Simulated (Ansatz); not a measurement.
# AlH₄NO: what the fields show

Input

```
crystal:
  periodic: [false, false, false]
  atoms:
    - { symbol: Al, position_ang: [0.075371, -0.215961, 0.075751] }
    - { symbol: H, position_ang: [0.579637, -0.611667, 1.487534] }
    - { symbol: O, position_ang: [1.748818, -0.068594, -0.388337] }
    - { symbol: H, position_ang: [2.250372, -0.275981, 0.417693] }
    - { symbol: "N", position_ang: [-1.433843, 0.029823, -0.829608] }
    - { symbol: H, position_ang: [-2.359516, -0.176754, -0.457413] }
    - { symbol: H, position_ang: [-1.500438, 0.367234, -1.78812] }
basis:
  gaussian: { orbitals: "6-31G*" }
hamiltonian:
  xc: pbe
relax:
  f_tol: 0.03
  max_steps: 50
output:
  orbitals: {}
```

Run with:

```sh
ansatz run input.yaml --threads 1 --pin off --max-ram 2048MiB --backend cpu --events-out ev --progress --plain --runs-dir out
```

The fields are those of the run's last geometry, not of the input's.

All numbers below come from Ansatz 0.2.0, RKS PBE/6-31G*.

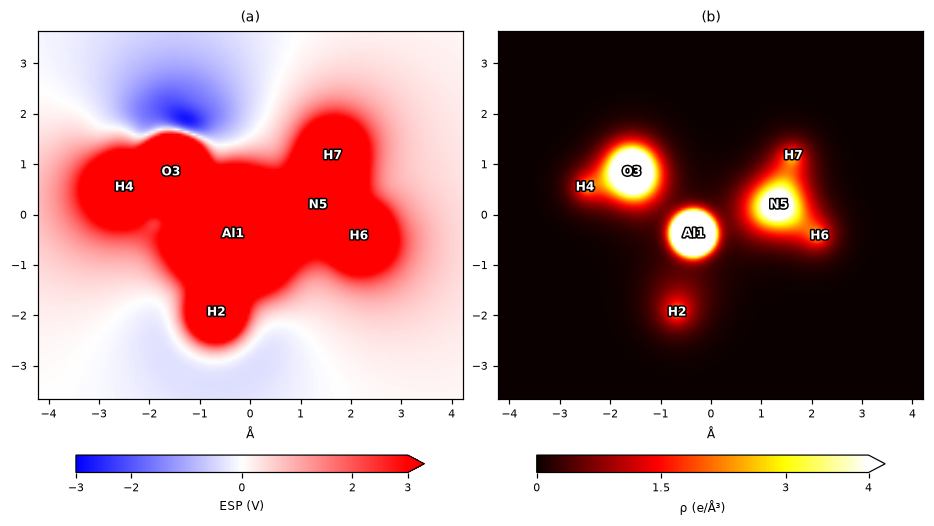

Figure 1. (a) molecular electrostatic potential; (b) electron density on the molecular plane.

Read the bonding off the picture.

Answer. Atoms in the plane: Al, H, O and N. Al–O (1.73 Å): ρ at the midpoint is about 0.81 e/Å³. Al–N (1.78 Å): the density is about 0.79 e/Å³ at the midpoint. O–H (0.97 Å): ρ is about 3.5 e/Å³ halfway. N–H (1.02 Å): ρ at the midpoint is about 2.7 e/Å³. Al–H (1.60 Å): the density is about 0.5 e/Å³ at the midpoint. Outside the dense part of the molecule the potential is most negative (−2.7 V) near O3.

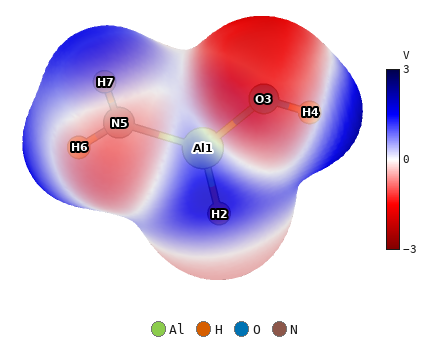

Figure 2. The electrostatic potential painted on the density surface at 0.002 e/bohr³, seen at a tilt; the colour scale runs from red (negative) to blue (positive).

Where is the surface potential most negative and most positive?

Answer. The most negative region (about −1.7 V, or −39 kcal/mol for a unit charge) lies over O3, the most positive (about +2.2 V, or +51 kcal/mol for a unit charge) over H4. O3 is the likeliest acceptor of a hydrogen bond.

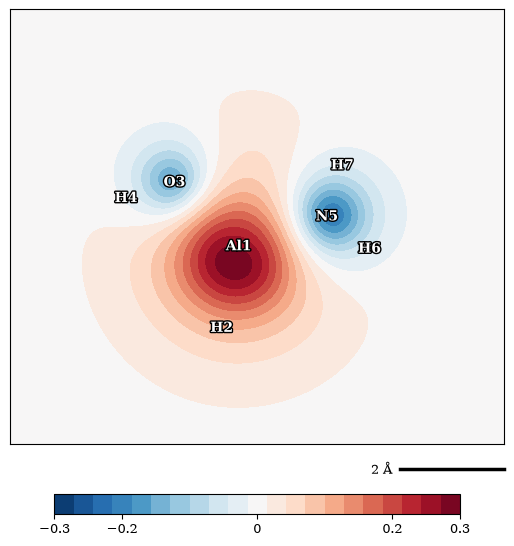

Figure 3. The LUMO on a plane 0.8 Å above the molecular plane (values in Å⁻³ᐟ²; the overall sign is arbitrary).

Where does this orbital lie, and at what energy?

Answer. By Hirshfeld shares it lies mainly on Al1 (about 70 %), N5 (about 10 %) and O3 (about 10 %); it changes sign across the molecular plane (π type). Its energy is −0.36 eV.
